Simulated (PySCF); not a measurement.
# C₅H₉NOSi: electronic excitations

Aim: predict the electronic excitations of C₅H₉NOSi (`C=C[Si@H](N=C)C(C)=O`).

The runs use PySCF 2.14.0, with density-fitted response routines of our own; the level of theory stands in each step. All values are computed, except where a source is named. Atoms count from 0, in the outputs and in this text.

### Step 1. The starting structure

17 atoms, charge 0, multiplicity 1; geometry from: GFN2-xTB.

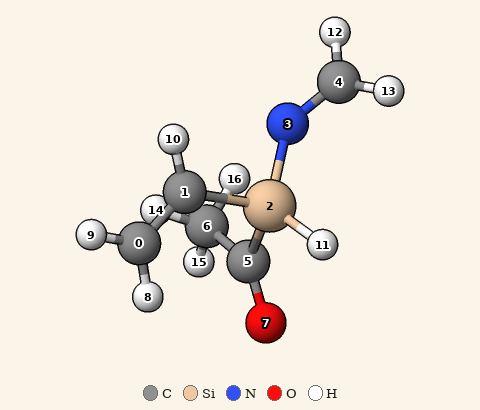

The starting geometry (carbon grey, silicon light orange, nitrogen blue, oxygen red, hydrogen white), atoms numbered.

### Step 2. Ultraviolet spectrum: PBE0/def2-SVPD

The job: settings as JSON, then the geometry in Å.

```
{"job": {"kind": "uv", "xc": "PBE0", "basis": "def2-SVPD", "nstates": 8, "ntriplets": 3}, "charge": 0, "multiplicity": 1}
C     -0.673580     2.628400     0.274244
C      0.288615     1.773732    -0.035407
Si     0.616786     0.177899     0.914949
N      1.407916    -0.824698    -0.234498
C      2.475714    -1.471724    -0.284187
C     -1.071767    -0.714942     1.186064
C     -1.729657    -1.325200    -0.017470
O     -1.582392    -0.721571     2.281936
H     -1.350201     2.445124     1.093534
H     -0.833490     3.546786    -0.270674
H      0.938542     2.006119    -0.869555
H      1.204225     0.429422     2.234787
H      2.700511    -2.054329    -1.174220
H      3.225745    -1.500613     0.509331
H     -1.924962    -0.533476    -0.738319
H     -2.660103    -1.822619     0.248903
H     -1.038903    -2.026282    -0.479865
```

Level: TDDFT PBE0/def2-SVPD, vertical, gas phase, core orbitals frozen in the response.

Run with:

```bash
$ OMP_NUM_THREADS=1 python probes_run.py task.json out
```

This one command runs all jobs of the session in turn.

Predict these results of the whole session: lowest singlet (PBE0/def2-SVPD); brightest single state of those computed; lowest triplet.

The runs gave:

```
                                quantity                        value
         lowest singlet (PBE0/def2-SVPD)  3.43 eV (361 nm), f = 0.007
brightest single state of those computed  state 3, 4.68 eV, f = 0.066
                          lowest triplet                      2.74 eV
```

In words: The lowest singlet, at 3.43 eV, is HOMO→LUMO 0.58, HOMO→LUMO+1 0.32 and is weak; of the 8 states computed, the strongest absorption comes from state 3 at 4.68 eV. The lowest triplet lies 0.69 eV below the lowest singlet (triplets in Tamm-Dancoff, singlets in full TDDFT).
